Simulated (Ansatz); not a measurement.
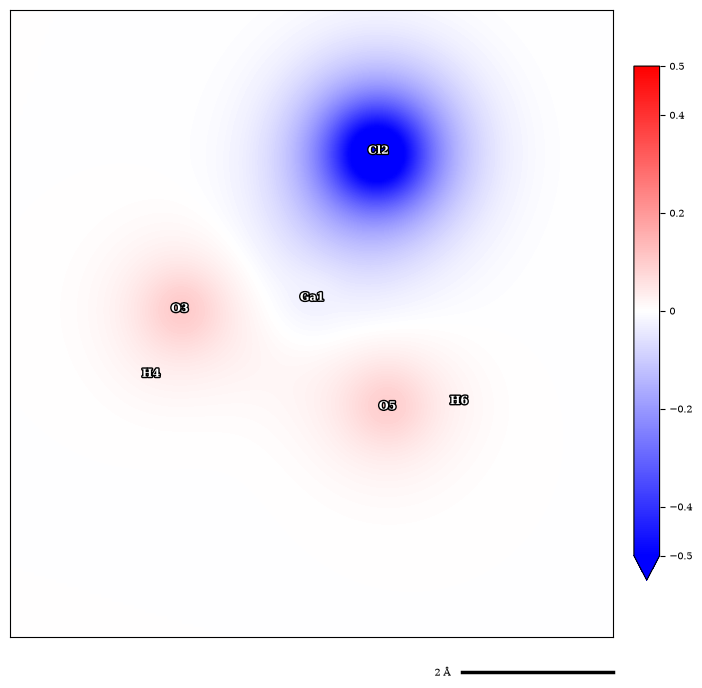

The picture shows: ClGaH2O2. The HOMO−1 on a plane 0.8 Å above the molecular plane (values in Å⁻³ᐟ²; the overall sign is arbitrary).

Computed with Ansatz, RHF/def2-SVP.

```yaml
atoms:
  - { symbol: Ga, position_ang: [0.0607, -0.2392, 0.1033] }
  - { symbol: Cl, position_ang: [-0.1849, 0.1400, 2.1932] }
  - { symbol: O, position_ang: [1.6782, -0.3281, -0.5658] }
  - { symbol: H, position_ang: [1.7833, -0.4961, -1.4892] }
  - { symbol: O, position_ang: [-1.3363, -0.4607, -0.9402] }
  - { symbol: H, position_ang: [-2.2107, -0.4146, -0.5877] }
```

Where does this orbital lie, and at what energy?

It lies mainly on Cl2 (about 85 %) and Ga1 (about 5 %); it changes sign across the molecular plane (π type). Its energy is −12.64 eV.
